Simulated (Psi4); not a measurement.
# TPSSh/def2-SVP run of C4F6 (hexafluoro-1,3-butadiene)

What is the vertical ionisation energy of C4F6 (hexafluoro-1,3-butadiene) at TPSSh/def2-SVP? 

The results are computed with Psi4 1.11.

**1. The molecule**

The species is C4F6 (10 atoms), meant as a singlet with charge 0. As SMILES, `FC(F)=C(F)C(F)=C(F)F`. The shape is that of a PBE0-D4/def2-TZVP optimisation. This is one conformer, not always the lowest.

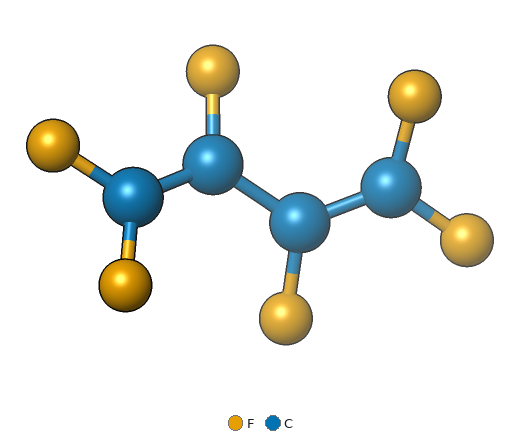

The structure, seen from a chosen angle (fluorine amber, carbon blue).

**2. A single-point energy at TPSSh/def2-SVP**

Input file calc.py:

```python
import psi4

psi4.set_memory('2200 MB')
psi4.set_num_threads(1)
psi4.core.set_output_file('run.log', False)

mol = psi4.geometry("""
F     -2.053810     1.662800     1.377130
C     -0.968210     0.957120     1.216850
F     -0.221410     0.945930     2.287420
C     -0.667650     0.310880     0.093330
F     -1.492030     0.446590    -0.950910
C      0.469880    -0.568880    -0.081660
F      0.861420    -1.269360     0.988150
C      1.122480    -0.755840    -1.225950
F      0.870130    -0.099570    -2.325770
F      2.079220    -1.629640    -1.378580
units angstrom
symmetry c1
""")

psi4.set_options({
    'basis': 'def2-SVP',
    'puream': True,
    'e_convergence': 1e-09,
    'd_convergence': 1e-08,
    'scf_type': 'pk',
    'dft_radial_points': 99,
    'dft_spherical_points': 590,
})

E, wfn = psi4.energy('TPSSH', return_wfn=True)
psi4.oeprop(wfn, 'QUADRUPOLE', 'LOWDIN_CHARGES', 'MULLIKEN_CHARGES', title='TPSSH')
print('E =', round(E, 9))
```

Command:

```sh
$ python calc.py
```

run.log, cut to the lines that bear on the results:

```text
[...]
  Running in c1 symmetry.
[...]
  Nuclear repulsion =  564.449320957718328
[...]
  Multiplicity = 1
[...]
  Nalpha       = 39
  Nbeta        = 39
[...]
    Number of basis functions: 140
[...]
   @RKS iter   1:  -750.65472915211012    1.47352e-01   4.02135e-03 DIIS/ADIIS
[...]
   @RKS iter  11:  -750.79667530280017   -5.93445e-11   6.61154e-09 DIIS
[...]
    Orbital Energies [Eh]
    ---------------------
    Doubly Occupied:
       1A    -24.670246     2A    -24.670200     3A    -24.668408
       4A    -24.668407     5A    -24.640605     6A    -24.640602
       7A    -10.309961     8A    -10.309933     9A    -10.238509
      10A    -10.238287    11A     -1.276396    12A     -1.275564
      13A     -1.217468    14A     -1.215201    15A     -1.208534
      16A     -1.201712    17A     -0.815217    18A     -0.762820
      19A     -0.657566    20A     -0.625674    21A     -0.597302
      22A     -0.588509    23A     -0.568439    24A     -0.558677
      25A     -0.534713    26A     -0.528146    27A     -0.520129
      28A     -0.465828    29A     -0.453752    30A     -0.452947
      31A     -0.448608    32A     -0.444206    33A     -0.443512
      34A     -0.427754    35A     -0.422547    36A     -0.418942
[...]
  @RKS Final Energy:  -750.79667530280017
   => Energetics <=
    Nuclear Repulsion Energy =            564.4493209577183279
    One-Electron Energy =               -2162.1116432345015710
    Two-Electron Energy =                 923.2296485850777117
    DFT Exchange-Correlation Energy =     -76.3640016110945794
    Empirical Dispersion Energy =           0.0000000000000000
    VV10 Nonlocal Energy =                  0.0000000000000000
    Total Energy =                       -750.7966753028001676
[...]
 Multipole Moments:
 ------------------------------------------------------------------------------------
     Multipole            Electronic (a.u.)      Nuclear  (a.u.)        Total (a.u.)
 ------------------------------------------------------------------------------------
 L = 1.  Multiply by 2.5417464519 to convert [e a0] to [Debye]
 Dipole X            :          0.0917479           -0.0304044            0.0613435
 Dipole Y            :          0.1196807           -0.0396456            0.0800351
 Dipole Z            :         -0.0054119            0.0017932           -0.0036187
 Magnitude           :                                                    0.1009046
 L = 2.  Multiply by 1.3450342976 to convert [e a0^2] to [Debye ang]
 Quadrupole XX       :       -495.7304055          457.1825013          -38.5479043
 Quadrupole XY       :        334.3243266         -332.9443403            1.3799863
[...]
  Mulliken Charges: (a.u.)
   Center  Symbol    Alpha    Beta     Spin     Total
       1     F     4.56712  4.56712  0.00000 -0.13423
       2     C     2.81381  2.81381  0.00000  0.37239
       3     F     4.56675  4.56675  0.00000 -0.13351
       4     C     2.95765  2.95765  0.00000  0.08469
       5     F     4.59467  4.59467  0.00000 -0.18934
       6     C     2.95766  2.95766  0.00000  0.08469
       7     F     4.59467  4.59467  0.00000 -0.18934
       8     C     2.81381  2.81381  0.00000  0.37239
       9     F     4.56676  4.56676  0.00000 -0.13352
      10     F     4.56711  4.56711  0.00000 -0.13422
[...]
```

On the terminal:

```text
E = -750.796675303
```

It took 49 s on 1 thread of Intel Xeon 6975P-C (Granite Rapids), shared host; peak memory 1.1 GiB.

**3. The doublet cation at the same level**

Input file job.inp:

```
memory 2200 mb

molecule m {
  1 2
  F     -2.053810     1.662800     1.377130
  C     -0.968210     0.957120     1.216850
  F     -0.221410     0.945930     2.287420
  C     -0.667650     0.310880     0.093330
  F     -1.492030     0.446590    -0.950910
  C      0.469880    -0.568880    -0.081660
  F      0.861420    -1.269360     0.988150
  C      1.122480    -0.755840    -1.225950
  F      0.870130    -0.099570    -2.325770
  F      2.079220    -1.629640    -1.378580
  symmetry c1
  no_reorient
  no_com
}

set globals {
  basis def2-SVP
  reference uks
  puream true
  e_convergence 1e-09
  d_convergence 1e-08
  scf_type pk
  dft_radial_points 99
  dft_spherical_points 590
  maxiter 100
}

energy_value, wavefunction = energy('tpssh', return_wfn=True)
```

Command:

```sh
$ psi4 -n 1 job.inp job.out
```

job.out, cut to the lines that bear on the results:

```text
[...]
  Running in c1 symmetry.
[...]
  Nuclear repulsion =  564.449320957718328
[...]
  Multiplicity = 2
[...]
  Nalpha       = 39
  Nbeta        = 38
[...]
    Number of basis functions: 140
[...]
   @UKS iter   1:  -750.39293562828186    4.09145e-01   3.04096e-03 DIIS/ADIIS
[...]
   @UKS iter  14:  -750.46615761922180   -3.75167e-11   9.79593e-09 DIIS
[...]
   @S^2 Observed:                7.546444485E-01
[...]
  @UKS Final Energy:  -750.46615761922180
   => Energetics <=
    Nuclear Repulsion Energy =            564.4493209577183279
    One-Electron Energy =               -2143.9652049075684772
    Two-Electron Energy =                 904.9907326895229289
    DFT Exchange-Correlation Energy =     -75.9410063588946400
    Empirical Dispersion Energy =           0.0000000000000000
    VV10 Nonlocal Energy =                  0.0000000000000000
    Total Energy =                       -750.4661576192218035
[...]
 Multipole Moments:
 ------------------------------------------------------------------------------------
     Multipole            Electronic (a.u.)      Nuclear  (a.u.)        Total (a.u.)
 ------------------------------------------------------------------------------------
 L = 1.  Multiply by 2.5417464519 to convert [e a0] to [Debye]
 Dipole X            :         -0.1638898            0.2469494            0.0830596
 Dipole Y            :         -0.2136771            0.3220660            0.1083889
 Dipole Z            :          0.0095065           -0.0143997           -0.0048932
 Magnitude           :                                                    0.1366418
[...]
```

Run time: 92 s. Hardware: 1 thread of Intel Xeon 6975P-C (Granite Rapids), shared host; peak memory 1.1 GiB.

**4. What came out**

Level: TPSSh/def2-SVP.

```
                                          quantity          value
                        singlet C4F6: total energy  -750.79668 Eh
                       singlet C4F6: dipole moment         0.26 D
                         singlet C4F6: HOMO energy       -6.26 eV
                         singlet C4F6: LUMO energy       -1.29 eV
                       singlet C4F6: HOMO–LUMO gap        4.98 eV
                      doublet cation: total energy  -750.46616 Eh
doublet cation: HOMO energy (highest over α and β)      -13.22 eV
 doublet cation: LUMO energy (lowest over α and β)      -11.71 eV
                              doublet cation: ⟨S²⟩          0.755
vertical ionisation energy (to the doublet cation)       8.994 eV
```

**Reading.** The vertical ionisation energy comes to 8.99 eV (868 kJ/mol). −ε(HOMO) before ionisation, 6.26 eV, is 2.73 eV below this ionisation energy. Mulliken charges (singlet C4F6) run from -0.19 on F5 to +0.37 on C2.
